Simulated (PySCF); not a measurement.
# C4HClF4O: the cost of one run

Programs: PySCF 2.14.0, with routines of our own; each step states its level. All values are computed. Atoms count from 0.

### 1 The starting structure

11 atoms, charge 0, multiplicity 1; geometry from: GFN2-xTB.

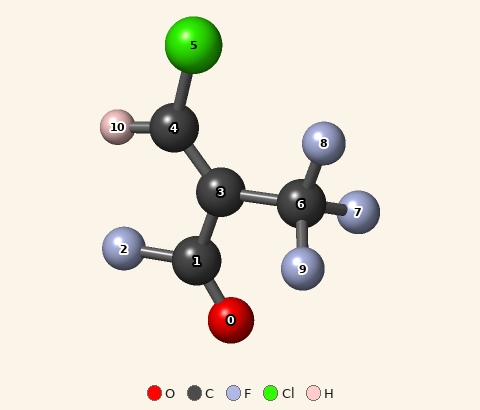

The starting geometry (oxygen red, carbon dark grey, fluorine light blue, chlorine green, hydrogen pink).

### 2 Magnetic properties: GIAO HF/pcSseg-1

Job settings and geometry (Å):

```
{"job": {"kind": "mag", "xc": "HF", "basis": "pcSseg-1", "isotopologues": 0}, "charge": 0, "multiplicity": 1}
O      1.240365    -1.893991     0.694141
C      1.238093    -0.730823     0.509751
F      2.361500    -0.001621     0.760986
C      0.145039     0.128329     0.020470
C      0.310919     1.456049    -0.120040
Cl    -0.832972     2.564608    -0.652430
C     -1.120886    -0.651379    -0.271920
F     -1.592103    -1.242568     0.832486
F     -2.115267     0.098360    -0.753326
F     -0.902495    -1.613952    -1.174470
H      1.273233     1.889659     0.128389
```

With the program's defaults for keys left out, this is: GIAO HF/pcSseg-1 magnetisability, rotational g tensor and spin-rotation constants, non-relativistic, gas phase.

Started as:

```
OMP_NUM_THREADS=1 python excited_run.py task.json out
```

The driver reads the jobs from task.json and runs them one after another.

Q: Estimate the wall time and peak memory of this first job on 1 thread of Arm Neoverse V1, shared host.

About 26 s, with a peak of 0.81 GiB.
